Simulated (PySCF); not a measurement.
Consider C$_{4}$H$_{11}$NOSi.

```yaml
atoms:
  - { symbol: N, position_ang: [-2.9422, -0.1606, -0.1367] }
  - { symbol: C, position_ang: [-1.6920, -0.0349, -0.8532] }
  - { symbol: C, position_ang: [-0.4246, 0.1275, -0.0114] }
  - { symbol: C, position_ang: [-0.4522, 1.3740, 0.8855] }
  - { symbol: O, position_ang: [0.8431, 1.6424, 1.3765] }
  - { symbol: Si, position_ang: [2.0444, 1.0174, 0.3773] }
  - { symbol: C, position_ang: [0.8632, 0.2092, -0.8497] }
  - { symbol: H, position_ang: [-3.1361, 0.6684, 0.4199] }
  - { symbol: H, position_ang: [-2.9133, -0.9476, 0.5082] }
  - { symbol: H, position_ang: [-1.7687, 0.8275, -1.5402] }
  - { symbol: H, position_ang: [-1.5697, -0.9187, -1.5023] }
  - { symbol: H, position_ang: [-0.3431, -0.7524, 0.6561] }
  - { symbol: H, position_ang: [-1.1337, 1.2382, 1.7412] }
  - { symbol: H, position_ang: [-0.8255, 2.2415, 0.3022] }
  - { symbol: H, position_ang: [2.9142, 0.0668, 1.1327] }
  - { symbol: H, position_ang: [2.9013, 2.0988, -0.1934] }
  - { symbol: H, position_ang: [1.1767, -0.7711, -1.2373] }
  - { symbol: H, position_ang: [0.7147, 0.8761, -1.7179] }
```

Geometry: PBE0-D3(BJ)/def2-SVP.

These are results of PySCF 2.14.0, PBE0/pcSseg-1, SCF density, gas phase, non-relativistic, not measurements.

Question: What will maps of the electron density and electron localisation function show?

Answer: C–O (1.41 Å): the density is about 2 e/Å³ at the midpoint, with its minimum of 1.8 e/Å³ about 0.5 Å from C; the ELF peaks at about 0.90 between the atoms; a shared but strongly polarised pair.
Si–O (1.68 Å): the density is about 1.1 e/Å³ at the midpoint; the ELF peaks at about 0.85 between the atoms; a shared but strongly polarised pair.
C–Si (1.89 Å): ρ is about 0.95 e/Å³ halfway; the ELF peaks at about 0.95 between the atoms, as expected for localised, covalent bonding.

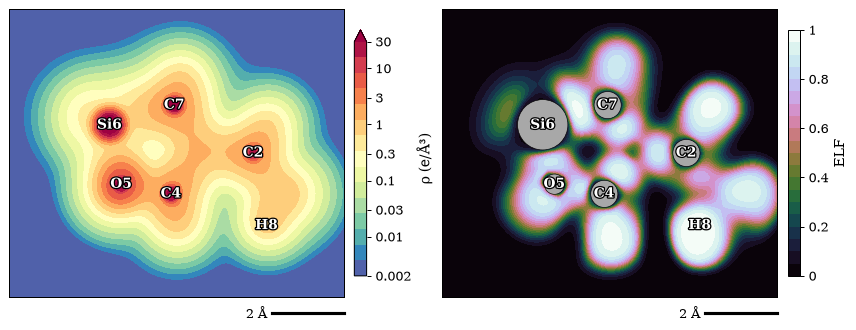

Computed electron density and electron localisation function on the plane of atoms O5, Si6 and C7, in this order. Grey discs cover the atomic cores in the ELF map. 
